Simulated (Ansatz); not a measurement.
**Tl2HgSiSe4: response to strain**

Start from Tl2HgSiSe4 (space group I-42m, No. 121; a = 7.9198 Å, c = 6.6801 Å; a cell from a computed database, its experimental status unchecked). Axes: x, y, z lie along a, b, c of the conventional cell.

Strains are applied to the cell and any free atomic positions relax; under biaxial strain the out-of-plane vector relaxes too.

All numbers come from PBEsol (Ansatz, a first-principles code, PAW, no spin-orbit coupling).

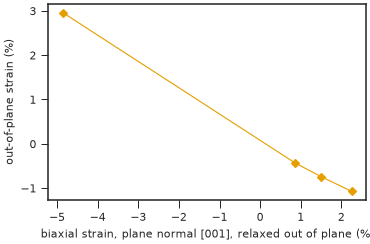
Fig. 1. Out-of-plane strain against biaxial strain, plane normal [001], relaxed out of plane

```tsv
biaxial strain, plane normal [001], relaxed out of plane (%)	out-of-plane strain
-4.86	+2.96 %
0.86	-0.43 %
1.51	-0.74 %
2.26	-1.07 %
```

A biaxial case was relaxed in a doubled cell and then solved in the primitive one. No phonon test of stability was made.
